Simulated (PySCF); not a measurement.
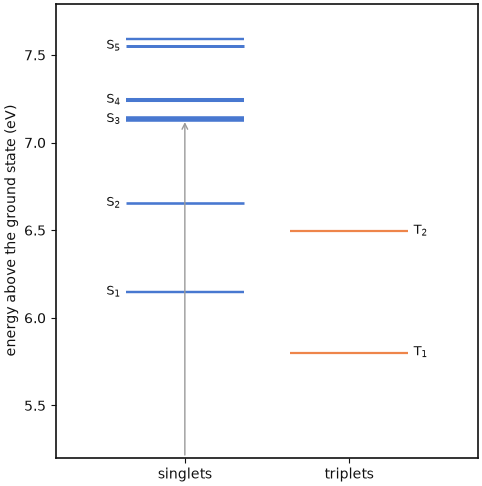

State diagram of CH₉Ge₂N, SMILES [NH2][GeH2][CH2][GeH3], singlet. Vertical TDDFT excitations, PBE0/def2-SVPD, PySCF, at a GFN2-xTB geometry (no frequency check), gas phase. Triplets in the Tamm-Dancoff approximation; only the lowest 6 singlets and 2 triplets were computed. Thicker singlet lines are brighter; the arrow marks the brightest. S0, at zero, lies below the range drawn.

Question: What are the energy, strength and character of the state that the arrow marks?

Answer: S3 at 7.13 eV (174 nm), f = 0.038, mainly HOMO → LUMO+3 (66 %).

Question: What character does the calculation give T1?

Answer: Mainly HOMO → LUMO (72 %).

Question: What is the vertical gap between S1 and T1?

Answer: 0.35 eV: S1 at 6.15 eV, T1 at 5.80 eV.

Known limits of this run: states above the negative HOMO energy depend on the basis; the tight-binding geometry is rougher than a DFT one and adds to the error; one conformer of a flexible molecule; core orbitals are frozen in the response.
